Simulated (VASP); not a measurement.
Band structure of FeB (space group Pm-3m). These are PBE GGA, VASP's PBE PAW potentials (set 64) (plane waves; VASP) values and carry that method's errors.

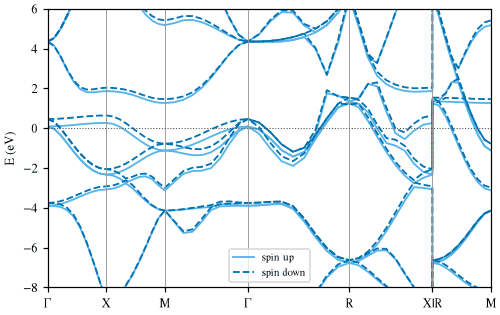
Bands along high-symmetry lines, zero at the valence-band maximum or, without a gap, the Fermi level

### Question
Read the plot: is there a gap, and where are the band edges?

### Answer
It has no gap at this level: it comes out as a metal or semimetal.

The structure was generated: FeB was put into an ordered model structure, which need not be its known phase. The cell was not relaxed at this level. The k-mesh is coarse (spacing up to 0.37 per Å, 2π included), so the numbers may not be converged in it.
